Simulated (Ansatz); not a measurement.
**Fields on a plane of SrVO3 (cubic perovskite)**

```
CELL_PARAMETERS angstrom
      3.85762     0.00000     0.00000
      0.00000     3.85762     0.00000
      0.00000     0.00000     3.85762
ATOMIC_POSITIONS crystal
  Sr 0.00000 0.00000 0.00000
  V  0.50000 0.50000 0.50000
  O  0.00000 0.50000 0.50000
  O  0.50000 0.50000 0.00000
  O  0.50000 0.00000 0.50000
```

The slice is a {110} plane (indices of the conventional cell) through the point (0.500, 0.500, 0.000) (fractional), spanned by u = [100] and v = [011] in vectors of this cell: u (3.86 Å) and v (5.46 Å, at 90° to u). It covers one period; positions are fractions (u, v).

Atoms on it: O at (0.00, 0.00); O at (0.00, 0.50).

These are PBE (plane waves to 420 eV, PAW, scalar-relativistic; Ansatz, a quantum-chemistry and plane-wave program) values and carry that method's errors. k mesh 12×12×12. Inside the PAW spheres the values are not all-electron values, and peaks at nuclei hang on which shells count as valence. SrVO3 is run without spin polarisation and with no Hubbard U. SrVO3 was relaxed with its symmetry unable to fall.

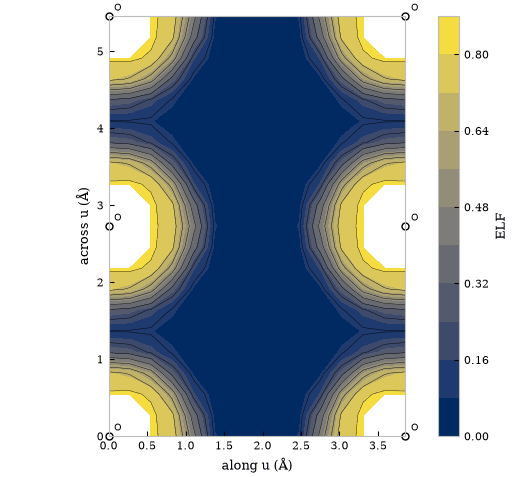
Electron localisation function (ELF), one period of the plane, atoms marked. Points within 0.4 Å of a nucleus are left white, as the pseudised field means little there.

```
|@@#+-.   .-+#@|
|##+=:.....:=+#|
|++=-:.....:-=+|
|---:.:::::.:--|
|-::..:::::..::|
|---:.:::::.:--|
|++=-:.....:-=+|
|##+=:.....:=+#|
|@@#+-.   .-+#@|
|@@#+-.   .-+#@|
|@@#+-.   .-+#@|
|##+=:.....:=+#|
|++=-:.....:-=+|
|---:.:::::.:--|
|-::..:::::..::|
|---:.:::::.:--|
|++=-:.....:-=+|
|##+=:.....:=+#|
|@@#+-.   .-+#@|
|@@#+-.   .-+#@|
```
Scale: ten equal steps from -1.47 (start of ' ') to 0.89 (end of '@'), in the order ' .:-=+*#%@'. Values: log₁₀ of the valence density in e/Å³. The map has 14 points along u (one character each, u = 0 at the left) and 20 along v (v = 0 in the bottom row). The scale is logarithmic, as a density can span decades between atoms and voids.
